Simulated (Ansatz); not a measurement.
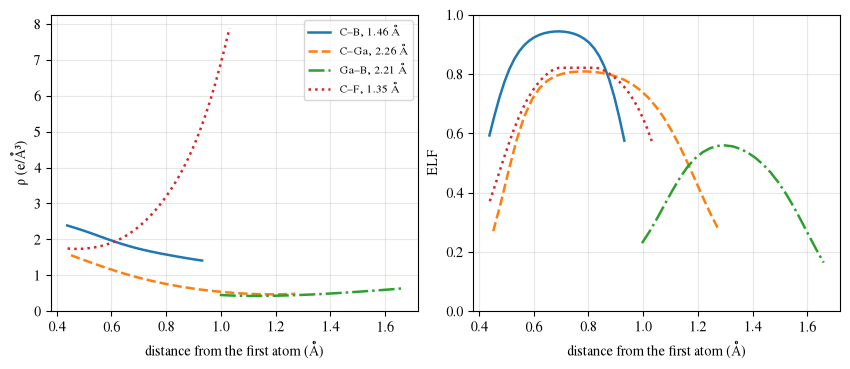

Figure 1: CH₅BFGa. Electron density and electron localisation function along straight lines between neighbouring atoms. The curves leave out the atomic cores.

Geometry: PBE0-D4/def2-TZVP.

Method: RKS PBE0-D4/def2-TZVPP (Ansatz).

```xyz
9

B    -0.3863    0.9266    0.4773
C     0.8268    0.7257   -0.3113
F     2.0719    0.8358    0.2052
Ga   -0.3284   -1.2069   -0.1061
H    -1.4146    0.6400   -0.1459
H    -0.4480    1.1661    1.6407
H     0.8841    0.6309   -1.3959
H    -0.3910   -1.7686   -1.5612
H    -0.7259   -1.9958    1.1801
```

What can be read from the curves?

C–B (1.46 Å): ρ is about 1.7 e/Å³ halfway; the ELF peaks at about 0.95 between the atoms, as expected for localised, covalent bonding.
C–Ga (2.26 Å): ρ at the midpoint is about 0.47 e/Å³; the ELF peaks at about 0.80 in the valence shell of C, 0.8 Å from its nucleus, and is about 0.55 at the midpoint.
Ga–B (2.21 Å): ρ at the midpoint is about 0.42 e/Å³; the ELF peaks at about 0.55 in the valence shell of B, 0.9 Å from its nucleus, and is about 0.40 at the midpoint.
C–F (1.35 Å): ρ is about 2.2 e/Å³ halfway, with its minimum of 1.7 e/Å³ about 0.5 Å from C; the ELF peaks at about 0.80 between the atoms: a polar covalent bond.
